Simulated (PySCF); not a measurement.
# Si8Cl8 cubane (Si₈Cl₈): geometry, NMR shifts and electronic excitations

Aim: predict the NMR shifts and electronic excitations of Si8Cl8 cubane (Si₈Cl₈).

Computed with PySCF 2.14.0, with density-fitted response routines of our own, on a single molecule in the gas phase. Atoms are numbered from 0 throughout.

### Step 1. The starting structure

16 atoms, charge 0, multiplicity 1; geometry from: GFN2-xTB. The atoms were then displaced at random by about 0.03 Å, so the start is not that level's minimum.

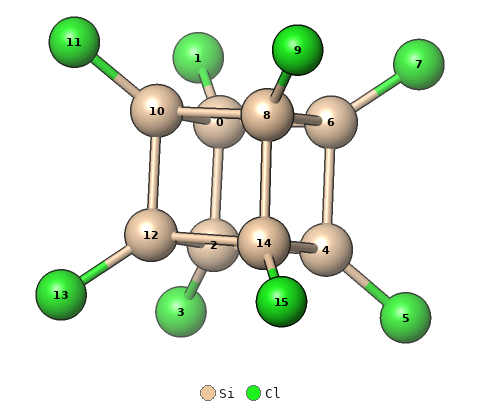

The starting geometry (silicon light orange, chlorine green), atoms numbered.

### Step 2. Optimising the geometry at PBE0-D3(BJ)/def2-SVP

Job settings and geometry (Å):

```
{"job": {"xc": "PBE0", "basis": "def2-SVP", "d3": "d3bj", "grid": 1, "maxiter": 40, "shake": 0.03, "kind": "geom"}, "charge": 0, "multiplicity": 1}
Si    -1.567060     1.231450     0.189100
Cl    -3.232130     2.569480     0.342630
Si    -0.994110    -0.299700     1.827270
Cl    -1.743840    -0.571900     3.649160
Si    -0.684120    -1.999400     0.105150
Cl    -1.345920    -3.894120     0.262710
Si    -1.341720    -0.384470    -1.539290
Cl    -2.660000    -0.730680    -3.056110
Si     0.927990     0.309090    -1.795260
Cl     1.835180     0.570710    -3.629980
Si     0.649030     1.970570    -0.110150
Cl     1.352100     3.911050    -0.250390
Si     1.285720     0.408960     1.511220
Cl     2.655730     0.755700     3.062380
Si     1.614900    -1.340320    -0.175890
Cl     3.213900    -2.540360    -0.326140
```

Started as:

```console
> OMP_NUM_THREADS=2 python probes_run.py task.json out
```

The driver reads the jobs from task.json and runs them one after another.

The log of the run:

```text
step   0  E = -5993.97148493  max force = 0.032973
step   1  E = -5993.97938291  max force = 0.014573
step   2  E = -5993.98102248  max force = 0.002690
step   3  E = -5993.98117743  max force = 0.002642
step   4  E = -5993.98130037  max force = 0.002313
step   5  E = -5993.98128670  max force = 0.002392
step   6  E = -5993.98131850  max force = 0.001302
step   7  E = -5993.98133795  max force = 0.001238
step   8  E = -5993.98136156  max force = 0.000954
step   9  E = -5993.98138743  max force = 0.000467
step  10  E = -5993.98139876  max force = 0.000434
optimisation converged
```

Run time: 11 min. Hardware: 2 threads of Intel Xeon Platinum 8488C, shared host; peak memory 3.5 GiB.

Along the way:

| step | energy from step 0 (eV) | largest force component (eV/Å) |
| --- | --- | --- |
| 0 | 0.0000 | 1.6955 |
| 1 | -0.2149 | 0.7494 |
| 2 | -0.2595 | 0.1383 |
| 3 | -0.2637 | 0.1359 |
| 4 | -0.2671 | 0.1189 |
| 5 | -0.2667 | 0.1230 |
| 6 | -0.2676 | 0.0670 |
| 7 | -0.2681 | 0.0637 |
| 8 | -0.2688 | 0.0491 |
| 9 | -0.2695 | 0.0240 |
| 10 | -0.2698 | 0.0223 |

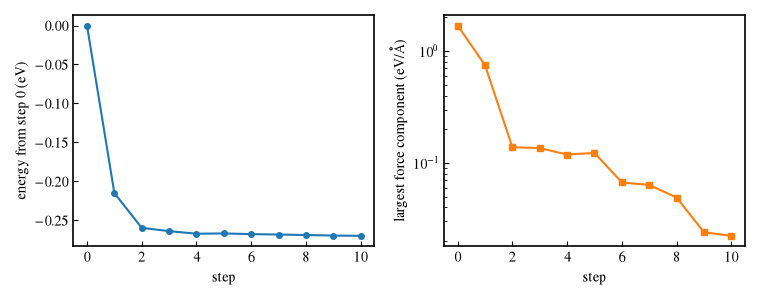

Energy and force, step by step.

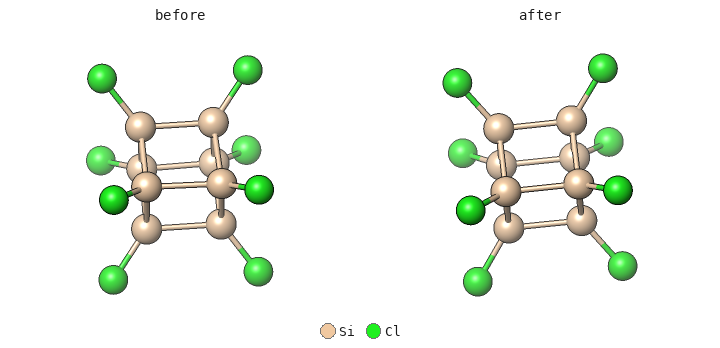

Before and after, at one scale.

Distances of close pairs at the start and the end, largest changes first:

| bond | before (Å) | after (Å) | change (Å) |
| --- | --- | --- | --- |
| Si0–Cl1 | 2.142 | 2.059 | -0.082 |
| Si2–Cl3 | 1.989 | 2.060 | +0.071 |
| Si0–Si2 | 2.314 | 2.384 | +0.070 |
| Si12–Si14 | 2.452 | 2.391 | -0.061 |
| Si14–Cl15 | 2.005 | 2.061 | +0.056 |
| Si10–Si12 | 2.339 | 2.388 | +0.048 |
| Si2–Si4 | 2.439 | 2.393 | -0.046 |
| Si4–Cl5 | 2.013 | 2.059 | +0.046 |

The final coordinates are the input of the step that follows.

| at the end point | value |
| --- | --- |
| rotational constants (GHz, main isotopes) | 0.133, 0.132, 0.132 |
| dipole moment (D) | 0.02 |

### Step 3. Nuclear shieldings: PBE0/pcSseg-1

Job settings and geometry (Å):

```
{"job": {"kind": "nmr", "xc": "PBE0", "basis": "pcSseg-1"}, "charge": 0, "multiplicity": 1}
Si    -1.613327     1.301088     0.097792
Cl    -3.165775     2.653134     0.148716
Si    -1.077661    -0.345904     1.736486
Cl    -2.097928    -0.709561     3.488192
Si    -0.685212    -1.962176     0.015878
Cl    -1.412281    -3.888669     0.015112
Si    -1.238835    -0.312197    -1.637120
Cl    -2.481800    -0.651815    -3.244629
Si     1.049801     0.346800    -1.738319
Cl     2.172826     0.662131    -3.434348
Si     0.695928     1.943854     0.002058
Cl     1.354218     3.894768    -0.013478
Si     1.234310     0.299759     1.647510
Cl     2.384843     0.598118     3.327965
Si     1.608960    -1.306124    -0.084322
Cl     3.237583    -2.557145    -0.261082
```

With the program's defaults for keys left out, this is: GIAO PBE0/pcSseg-1 NMR shielding, non-relativistic, gas phase.

The log of the run:

```text
coarse grid: 25984 points
cycle   1  E = -5995.3579819583  dE =  2.400e+00  |g| = 6.675e-01  |ddm| = 6.315e+00
cycle   2  E = -5994.9895276082  dE =  3.685e-01  |g| = 1.310e+00  |ddm| = 3.264e+00
cycle   3  E = -5995.4896214977  dE = -5.001e-01  |g| = 9.898e-02  |ddm| = 2.294e+00
cycle   4  E = -5995.4920723056  dE = -2.451e-03  |g| = 4.497e-02  |ddm| = 2.278e-01
cycle   5  E = -5995.4927519982  dE = -6.797e-04  |g| = 4.667e-03  |ddm| = 8.426e-02
cycle   6  E = -5995.4927563967  dE = -4.398e-06  |g| = 1.223e-03  |ddm| = 1.276e-02
final grid: 189376 points
cycle   7  E = -5995.5693081774  dE = -6.615e-05  |g| = 7.265e-03  |ddm| = 2.945e-02
cycle   8  E = -5995.5693070336  dE =  1.144e-06  |g| = 4.880e-03  |ddm| = 1.800e-02
cycle   9  E = -5995.5693093630  dE = -2.329e-06  |g| = 2.762e-03  |ddm| = 1.268e-02
cycle  10  E = -5995.5693117765  dE = -2.414e-06  |g| = 1.868e-04  |ddm| = 4.634e-03
cycle  11  E = -5995.5693117865  dE = -1.003e-08  |g| = 5.126e-05  |ddm| = 4.178e-04
cycle  12  E = -5995.5693117872  dE = -7.058e-10  |g| = 2.114e-05  |ddm| = 1.224e-04
converged SCF energy = -5995.5693117872

GIAO shielding tensors (ppm)
atom      isotropic    diamagn.    paramagn.     s11        s22        s33       span
  0 Si     303.223     871.434    -568.211    223.234    342.622    343.813    120.579
  1 Cl    1062.220    1146.225     -84.006    911.002   1115.795   1159.862    248.860
  2 Si     303.873     871.448    -567.576    222.849    341.424    347.345    124.495
  3 Cl    1058.129    1146.188     -88.060    910.344   1110.199   1153.843    243.499
  4 Si     304.505     871.441    -566.936    225.269    342.052    346.195    120.925
  5 Cl    1060.366    1146.210     -85.844    911.672   1118.729   1150.698    239.026
  6 Si     304.067     871.410    -567.343    225.299    341.151    345.750    120.451
  7 Cl    1060.965    1146.217     -85.252    912.398   1119.295   1151.203    238.805
  8 Si     304.422     871.463    -567.041    224.268    342.891    346.106    121.838
  9 Cl    1061.165    1146.214     -85.049    910.482   1112.924   1160.088    249.606
 10 Si     305.553     871.453    -565.899    226.632    342.340    347.688    121.056
 11 Cl    1061.414    1146.215     -84.802    912.062   1123.152   1149.027    236.965
 12 Si     304.563     871.470    -566.907    226.311    341.508    345.869    119.558
 13 Cl    1063.076    1146.243     -83.167    912.069   1119.927   1157.233    245.164
 14 Si     302.497     871.384    -568.887    221.450    340.896    345.145    123.695
 15 Cl    1058.885    1146.201     -87.316    910.451   1112.811   1153.394    242.943
```

It took 3.5 min on 2 threads of Intel Xeon Platinum 8488C, shared host; peak memory 3.9 GiB.

The references, computed at this level on geometries of the same kind, shield at (ppm): ²⁹Si TMS 352.0, ³⁵Cl HCl 943. Their shielding less the atom's gives the shift. The references are single molecules in the gas phase. Atoms listed in one row are averaged.

| atoms | environment | σ (ppm) | δ (ppm) |
| --- | --- | --- | --- |
| Si0, Si2, Si4, Si6, Si8 and 3 more | silicon bonded to Cl, 3 Si | 304.1 | 47.9 |
| Cl1, Cl3, Cl5, Cl7, Cl9 and 3 more | chlorine bonded to Si | 1061 | -118 |

The run also stored atomic charges by several schemes (e):

| atoms | Mulliken | IAO | Hirshfeld | ESP fit |
| --- | --- | --- | --- | --- |
| Si0, Si2, Si4, Si6, Si8 and 3 more | 0.27 | 0.24 | 0.10 | 0.10 |
| Cl1, Cl3, Cl5, Cl7, Cl9 and 3 more | -0.27 | -0.24 | -0.10 | -0.10 |

Mulliken charges:

Si0 0.27; Cl1 -0.27; Si2 0.25; Cl3 -0.27; Si4 0.27; Cl5 -0.27; Si6 0.27; Cl7 -0.27; Si8 0.26; Cl9 -0.26; Si10 0.26; Cl11 -0.27; Si12 0.28; Cl13 -0.26; Si14 0.26; Cl15 -0.27

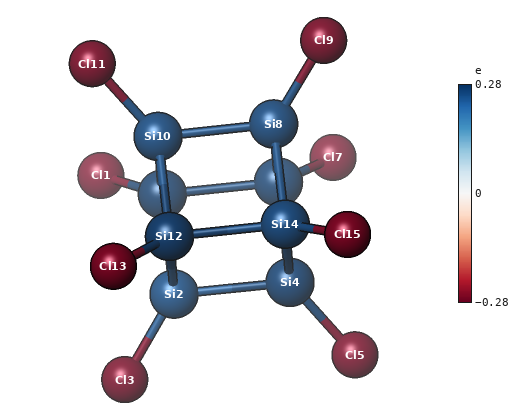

Mulliken charges, as colours on the atoms.

Mayer bond orders: Si0–Cl1 1.00, Si0–Si2 0.69, Si0–Si6 0.69, Si0–Si10 0.69, Si2–Cl3 1.00, Si2–Si4 0.69, Si2–Si12 0.69, Si4–Cl5 1.00, Si4–Si6 0.69, Si4–Si14 0.69, Si6–Cl7 1.00, Si6–Si8 0.69, Si8–Cl9 1.00, Si8–Si10 0.69, Si8–Si14 0.69, Si10–Cl11 1.00, Si10–Si12 0.69, Si12–Cl13 1.00.

Ring of atoms Si0, Si2, Si4, Si6: NICS(0) 11.5, NICS(1) 7.5, NICS(1)zz 16.3 ppm (means of both faces).

The two faces differ (NICS(1)zz 8.9 and 23.7 ppm).

In rings of three or four atoms NICS is ruled by the nearby σ bonds, so it says little on aromaticity.

Ring of atoms Si0, Si2, Si10, Si12: NICS(0) 11.6, NICS(1) 7.5, NICS(1)zz 16.5 ppm (means of both faces).

The two faces differ (NICS(1)zz 24.1 and 9.0 ppm).

In rings of three or four atoms NICS is ruled by the nearby σ bonds, so it says little on aromaticity.

Ring of atoms Si0, Si6, Si8, Si10: NICS(0) 11.5, NICS(1) 7.5, NICS(1)zz 16.3 ppm (means of both faces).

The two faces differ (NICS(1)zz 8.8 and 23.7 ppm).

In rings of three or four atoms NICS is ruled by the nearby σ bonds, so it says little on aromaticity.

Orbitals, density, ELF and potential are computed afterwards from the orbital file.

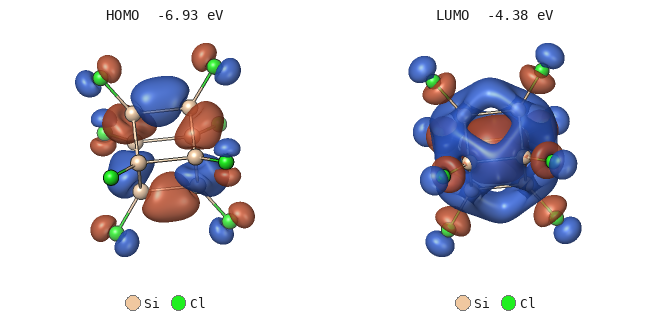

PBE0/pcSseg-1 orbitals near the gap, drawn at the value that encloses 70 % of each; the two colours are the two signs.

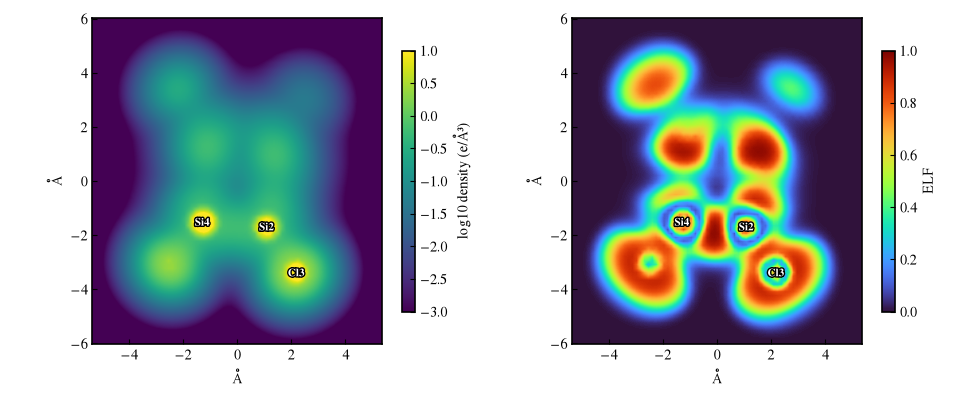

Density (left) and ELF (right) in a plane through or near 3 of the atoms.

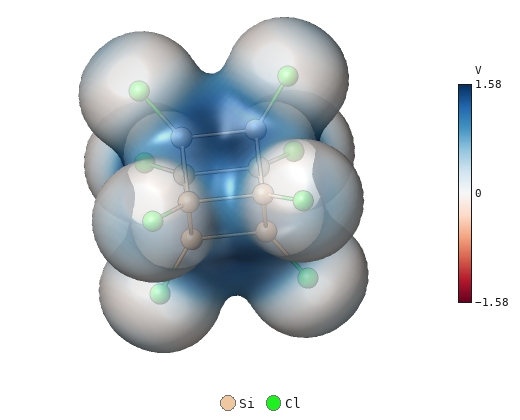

The potential that a unit positive charge feels on the 0.002 e/bohr³ surface, from -0.09 V near Cl11 to 1.58 V near Si4.

### Step 4. TDDFT and polarisability: wB97X-D/def2-SVPD

Same as in step 3 but for these lines:

```diff
@@ -1,2 +1,2 @@
-{"job": {"kind": "nmr", "xc": "PBE0", "basis": "pcSseg-1"}, "charge": 0, "multiplicity": 1}
+{"job": {"kind": "uv", "xc": "wB97X-D", "basis": "def2-SVPD", "ip": false, "nstates": 10}, "charge": 0, "multiplicity": 1}
 Si    -1.613327     1.301088     0.097792
```

Method: TDDFT wB97X-D/def2-SVPD, vertical, gas phase, core orbitals frozen in the response.

The log of the run:

```text
coarse grid: 25984 points
cycle   1  E = -5995.1550080756  dE =  2.555e+00  |g| = 7.565e-01  |ddm| = 1.812e+01
cycle   2  E = -5995.0415762078  dE =  1.134e-01  |g| = 1.011e+00  |ddm| = 5.146e+00
cycle   3  E = -5995.3604399111  dE = -3.189e-01  |g| = 6.590e-02  |ddm| = 3.540e+00
cycle   4  E = -5995.3624346710  dE = -1.995e-03  |g| = 2.994e-02  |ddm| = 5.962e-01
cycle   5  E = -5995.3628405265  dE = -4.059e-04  |g| = 4.884e-03  |ddm| = 3.123e-01
cycle   6  E = -5995.3628666953  dE = -2.617e-05  |g| = 1.294e-03  |ddm| = 5.353e-02
cycle   7  E = -5995.3628723803  dE = -5.685e-06  |g| = 7.992e-04  |ddm| = 1.621e-02
final grid: 189376 points
cycle   8  E = -5996.0791247866  dE = -2.659e-04  |g| = 1.828e-02  |ddm| = 4.646e-01
cycle   9  E = -5996.0790870227  dE =  3.776e-05  |g| = 2.183e-02  |ddm| = 1.971e-01
cycle  10  E = -5996.0792419005  dE = -1.549e-04  |g| = 1.727e-03  |ddm| = 8.808e-02
cycle  11  E = -5996.0792444406  dE = -2.540e-06  |g| = 7.849e-04  |ddm| = 1.347e-02
cycle  12  E = -5996.0792452152  dE = -7.746e-07  |g| = 2.398e-04  |ddm| = 6.825e-03
cycle  13  E = -5996.0792453932  dE = -1.780e-07  |g| = 1.188e-04  |ddm| = 3.081e-03
cycle  14  E = -5996.0792454320  dE = -3.885e-08  |g| = 5.507e-05  |ddm| = 1.484e-03
cycle  15  E = -5996.0792454416  dE = -9.557e-09  |g| = 3.465e-05  |ddm| = 7.265e-04
cycle  16  E = -5996.0792454457  dE = -4.113e-09  |g| = 1.787e-05  |ddm| = 5.273e-04
cycle  17  E = -5996.0792454472  dE = -1.444e-09  |g| = 6.624e-06  |ddm| = 3.872e-04
cycle  18  E = -5996.0792454473  dE = -1.510e-10  |g| = 2.854e-06  |ddm| = 1.173e-04
converged SCF energy = -5996.0792454473

Static polarisability (au): isotropic 329.837, principal 329.089 329.437 330.987

Singlet excitations
state   eV       nm        f      main configurations
  1   1.4844    835.2   0.00000   H->L 0.97
  2   1.4961    828.7   0.00000   H-1->L 0.94
  3   1.5093    821.5   0.00000   H-2->L 0.95
  4   3.5706    347.2   0.00003   H-3->L 0.74
  5   3.5772    346.6   0.00029   H-4->L 0.74
  6   3.6360    341.0   0.00002   H-2->L+1 0.35, H-1->L+2 0.32, H->L+3 0.29
  7   3.7460    331.0   0.00000   H-2->L+1 0.56, H-1->L+2 0.23, H->L+3 0.09
  8   3.7542    330.3   0.00000   H->L+3 0.28, H-2->L+2 0.18, H-1->L+1 0.14
  9   3.7646    329.3   0.00001   H->L+2 0.19, H-1->L+3 0.19, H->L+3 0.17
 10   3.9680    312.5   0.00004   H-5->L 0.43, H-1->L+3 0.19, H->L+2 0.14

Triplet excitations (Tamm-Dancoff, eV): 1.2326 1.2465 1.2647 3.2615
```

Wall time 4.3 min (2 threads of Intel Xeon Platinum 8488C, shared host); peak memory 3.5 GiB.

The orbitals next to the gap, with their largest atomic shares:

| orbital | eV | atoms |
| --- | --- | --- |
| HOMO−3 | -10.53 | Si2 8 %, Si4 8 %, Si8 8 % |
| HOMO−2 | -8.39 | Si6 13 %, Si12 13 %, Si0 13 % |
| HOMO−1 | -8.38 | Si2 14 %, Si8 14 %, Si12 14 % |
| HOMO | -8.36 | Si8 14 %, Si2 14 %, Si10 13 % |
| LUMO | -2.86 | Si2 9 %, Si8 9 %, Si4 9 % |
| LUMO+1 | -0.55 | Si12 13 %, Si14 12 %, Si4 12 % |
| LUMO+2 | -0.53 | Si8 13 %, Si2 13 %, Si6 13 % |

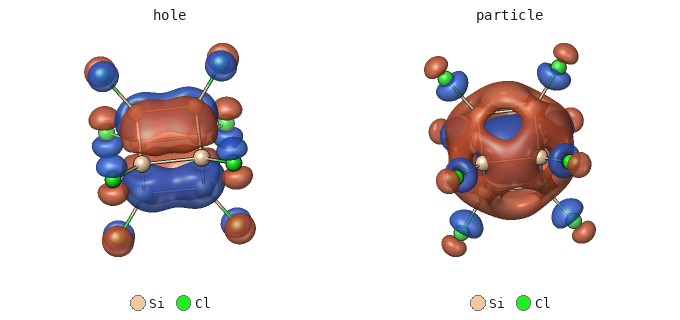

Leading natural transition orbitals of singlet state 5: the electron leaves the hole (left) for the particle orbital (right).

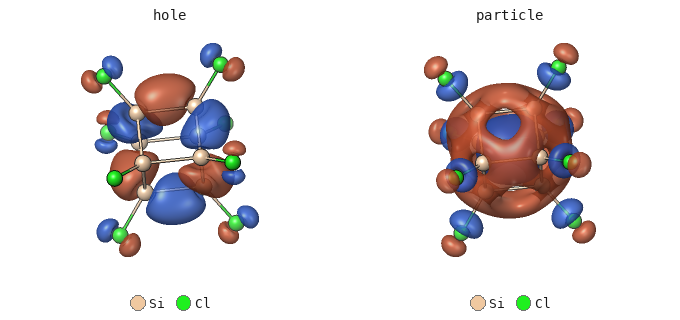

Leading natural transition orbitals of singlet state 1: the electron leaves the hole (left) for the particle orbital (right).

Ground-state properties from the same run:

| property | computed |
| --- | --- |
| dipole moment (D) | 0.03 |
| polarisability (Å³) | 48.88 |
| HOMO–LUMO gap (eV) | 5.51 |
| −ε(HOMO) (eV) | 8.36 |

### Step 5. Nuclear shieldings: KT2/pcSseg-1

Same as in step 4 but for these lines:

```diff
@@ -1,2 +1,2 @@
-{"job": {"kind": "uv", "xc": "wB97X-D", "basis": "def2-SVPD", "ip": false, "nstates": 10}, "charge": 0, "multiplicity": 1}
+{"job": {"kind": "nmr", "xc": "KT2", "basis": "pcSseg-1", "pop": false}, "charge": 0, "multiplicity": 1}
 Si    -1.613327     1.301088     0.097792
```

Level: GIAO KT2/pcSseg-1 NMR shielding, non-relativistic, gas phase.

The log of the run:

```text
coarse grid: 25984 points
cycle   1  E = -6045.0446994263  dE =  2.175e+00  |g| = 7.521e-01  |ddm| = 5.488e+00
cycle   2  E = -6044.4219188918  dE =  6.228e-01  |g| = 1.645e+00  |ddm| = 4.258e+00
cycle   3  E = -6045.1283246196  dE = -7.064e-01  |g| = 3.670e-01  |ddm| = 3.484e+00
cycle   4  E = -6045.1713190324  dE = -4.299e-02  |g| = 7.514e-02  |ddm| = 6.657e-01
cycle   5  E = -6045.1732010275  dE = -1.882e-03  |g| = 1.885e-02  |ddm| = 1.297e-01
cycle   6  E = -6045.1733076423  dE = -1.066e-04  |g| = 3.109e-03  |ddm| = 4.210e-02
cycle   7  E = -6045.1733099764  dE = -2.334e-06  |g| = 7.632e-04  |ddm| = 4.952e-03
final grid: 189376 points
cycle   8  E = -6045.4203598321  dE = -5.161e-04  |g| = 4.393e-02  |ddm| = 1.026e-01
cycle   9  E = -6045.4201126199  dE =  2.472e-04  |g| = 4.106e-02  |ddm| = 1.194e-01
cycle  10  E = -6045.4202118279  dE = -9.921e-05  |g| = 3.035e-02  |ddm| = 1.186e-01
cycle  11  E = -6045.4205056461  dE = -2.938e-04  |g| = 2.437e-03  |ddm| = 5.065e-02
cycle  12  E = -6045.4205075003  dE = -1.854e-06  |g| = 4.448e-04  |ddm| = 4.453e-03
cycle  13  E = -6045.4205075462  dE = -4.587e-08  |g| = 2.264e-04  |ddm| = 1.174e-03
cycle  14  E = -6045.4205075644  dE = -1.816e-08  |g| = 5.726e-05  |ddm| = 5.249e-04
cycle  15  E = -6045.4205075655  dE = -1.146e-09  |g| = 1.178e-05  |ddm| = 1.367e-04
cycle  16  E = -6045.4205075656  dE = -4.366e-11  |g| = 4.768e-06  |ddm| = 3.341e-05
converged SCF energy = -6045.4205075656

GIAO shielding tensors (ppm)
atom      isotropic    diamagn.    paramagn.     s11        s22        s33       span
  0 Si     305.484     876.084    -570.600    209.547    352.210    354.696    145.149
  1 Cl    1048.209    1148.125     -99.916    864.414   1108.887   1171.326    306.912
  2 Si     306.267     876.117    -569.850    208.915    349.993    359.892    150.977
  3 Cl    1042.617    1148.092    -105.475    863.805   1102.056   1161.988    298.183
  4 Si     307.357     876.092    -568.734    212.430    351.985    357.657    145.227
  5 Cl    1045.890    1148.111    -102.221    865.858   1114.915   1156.897    291.039
  6 Si     306.466     876.052    -569.586    211.855    349.943    357.599    145.744
  7 Cl    1046.852    1148.114    -101.262    865.938   1113.529   1161.089    295.151
  8 Si     306.694     876.138    -569.444    210.267    350.588    359.226    148.958
  9 Cl    1046.127    1148.124    -101.997    864.185   1106.681   1167.514    303.329
 10 Si     308.276     876.115    -567.839    213.847    351.468    359.514    145.667
 11 Cl    1047.407    1148.121    -100.715    866.326   1121.466   1154.428    288.102
 12 Si     307.013     876.108    -569.094    212.942    349.760    358.338    145.397
 13 Cl    1049.050    1148.141     -99.090    865.799   1116.484   1164.869    299.070
 14 Si     304.682     876.036    -571.354    207.701    348.549    357.796    150.095
 15 Cl    1044.066    1148.100    -104.034    863.649   1108.702   1159.847    296.197
```

Run time: 2.2 min. Hardware: 2 threads of Intel Xeon Platinum 8488C, shared host; peak memory 3 GiB.

Key values: δ Si0 54.5, Cl1 -104 ppm (means over like atoms).

### Step 6. Side by side: NMR shifts

Shifts (ppm), means over like atoms, with basis size and wall time:

| run | Si0 | Cl1 | functions | time |
| --- | --- | --- | --- | --- |
| PBE0/pcSseg-1 | 47.9 | -118 | 384 | 3.5 min |
| KT2/pcSseg-1 | 54.5 | -104 | 384 | 2.2 min |

### Step 7. What came out

| quantity | value |
| --- | --- |
| rotational constants (main isotopes) | 0.13, 0.13, 0.13 GHz |
| ²⁹Si shifts against TMS (PBE0/pcSseg-1, means over atoms taken as alike) | 47.9 ppm |
| ³⁵Cl shifts against HCl (PBE0/pcSseg-1, means over atoms taken as alike) | -118 ppm |
| surface potential, least and greatest | -0.09 V and 1.58 V |
| lowest singlet (wB97X-D/def2-SVPD) | 1.48 eV (835 nm), f = 0.000 |
| brightest single state of those computed | state 5, 3.58 eV, f = 0.000 |
| lowest triplet | 1.23 eV |
| range of the shift of Cl1 | -118 to -104 ppm |

What this shows: The start was shaken at random, so part of the energy gained undoes that. The optimisation took 10 steps and gained 0.270 eV; among the close pairs (by a distance rule), Si0–Cl1 changed most, from 2.142 to 2.059 Å. At PBE0/pcSseg-1: The widest tensor belongs to Cl1, Cl3, Cl5, Cl7, Cl9 and 3 more: span 243 ppm, with a paramagnetic part of -85 ppm. The first singlet state (HOMO→LUMO 0.97) lies at 1.48 eV and is dark. The lowest triplet lies 0.25 eV below the lowest singlet (triplets in Tamm-Dancoff, singlets in full TDDFT). Across the 2 runs the shift of Cl1 (with its like atoms) moves most, between -118 (PBE0/pcSseg-1) and -104 ppm (KT2/pcSseg-1).
